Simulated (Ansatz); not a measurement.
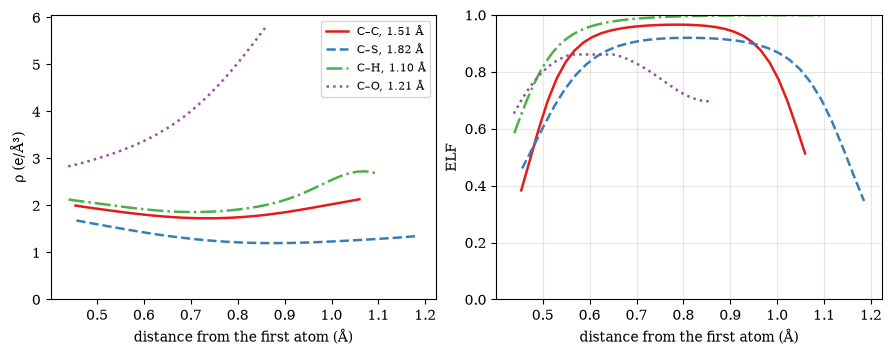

Figure 1: C$_{3}$H$_{6}$OS. Electron density and electron localisation function along straight lines between neighbouring atoms. The curves leave out the atomic cores.

Geometry: B3LYP-D3(BJ)/def2-SVP.

The calculation used Ansatz 0.2.0, isolated molecule in a Gaussian basis; Kohn-Sham density functional theory, functional PBE0.

```yaml
atoms:
  - { symbol: C, position_ang: [0.9993, -0.2590, -0.8546] }
  - { symbol: C, position_ang: [-0.3796, 0.0000, -0.2872] }
  - { symbol: C, position_ang: [-0.4038, 0.6640, 1.0891] }
  - { symbol: O, position_ang: [-1.3889, -0.3143, -0.8736] }
  - { symbol: S, position_ang: [-2.0135, 1.3898, 1.5439] }
  - { symbol: H, position_ang: [0.9320, -0.9594, -1.6971] }
  - { symbol: H, position_ang: [1.6855, -0.6468, -0.0855] }
  - { symbol: H, position_ang: [1.4206, 0.6956, -1.2139] }
  - { symbol: H, position_ang: [-0.0991, -0.1113, 1.8163] }
  - { symbol: H, position_ang: [0.3668, 1.4493, 1.1337] }
  - { symbol: H, position_ang: [-2.7021, 0.6039, 0.6808] }
```

> What kind of bonding do the profiles show?

C–C (1.51 Å): ρ is about 1.7 e/Å³ halfway; the ELF peaks at about 0.95 between the atoms, as expected for a covalent bond.
C–S (1.82 Å): the density is about 1.2 e/Å³ at the midpoint; the ELF peaks at about 0.90 between the atoms: localised, covalent bonding.
C–H (1.10 Å): the density is about 2 e/Å³ at the midpoint; the ELF climbs to about 1 towards the hydrogen, as it does in any bond to H: an ordinary covalent bond to hydrogen.
C–O (1.21 Å): the density is about 3.4 e/Å³ at the midpoint; the ELF peaks at about 0.85 between the atoms (a short, multiple covalent bond).
